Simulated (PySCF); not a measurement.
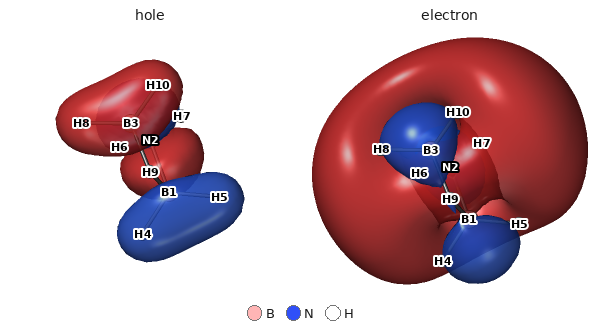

B$_{2}$H$_{7}$N, SMILES `B[NH2+][BH3-]`. Leading natural transition orbital pair of T₃ (full linear response triplet states); the surfaces enclose about 85 % of each orbital's density.

PySCF calculation, CAM-B3LYP/def2-SVPD, gas phase; geometry: GFN2-xTB. No frequency check shows the geometry to be a minimum.

Geometry (Å), atoms numbered from 1:

```
B1      -0.9684   -0.4441   -0.0000
N2       0.0000    0.7669    0.0001
B3       0.9685   -0.4440   -0.0001
H4      -1.5635   -0.5647    1.0101
H5      -1.5637   -0.5643   -1.0101
H6       0.0002    1.3489    0.8252
H7      -0.0003    1.3491   -0.8250
H8       1.5635   -0.5649    1.0100
H9      -0.0002   -1.3674   -0.0001
H10      1.5636   -0.5645   -1.0102
```

> Give its energy and the atoms that hole and electron lie on.

8.39 eV (148 nm), spin-forbidden from the singlet ground state, partly diffuse acceptor orbital; the leading pair carries 94 %; hole on N2 (42 %), B1 and B3 (15 % each) and H4, H5, H8 and H10 (5 % each), electron on H6 and H7 (25 % each), N2 (14 %) and B1 and B3 (10 % each) (atom shares of so diffuse an orbital are rough); their centroids lie 1.1 Å apart. In canonical orbitals it is mainly HOMO−2 → LUMO (84 %). The HOMO–LUMO gap is 11.22 eV.
